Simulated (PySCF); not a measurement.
```xyz
2

Bi    0.0000    0.0000   -0.9844
Sb    0.0000    0.0000    1.7016
```

Core potentials replace the inner electrons of Bi and Sb.

Computed with PBE0/cc-pVDZ(-PP), non-relativistic Hamiltonian with scalar-relativistic core potentials where named, at a bond length of 2.686 Å (PySCF 2.14.0).

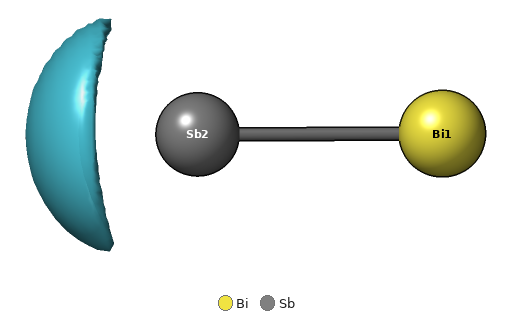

BiSb (charge +1, doublet). Isosurface of the ELF at 0.8 (cyan), seen from one side. Only the valence region is drawn (cores and ρ < 0.01 e/Å³ removed).

Describe the localisation domains.

The ELF exceeds this value in one lobe on Sb, pointing away from the bonds (non-bonding electrons). Profiles from the grid: Bi–Sb (2.69 Å): the ELF reaches about 0.60 near the midpoint.
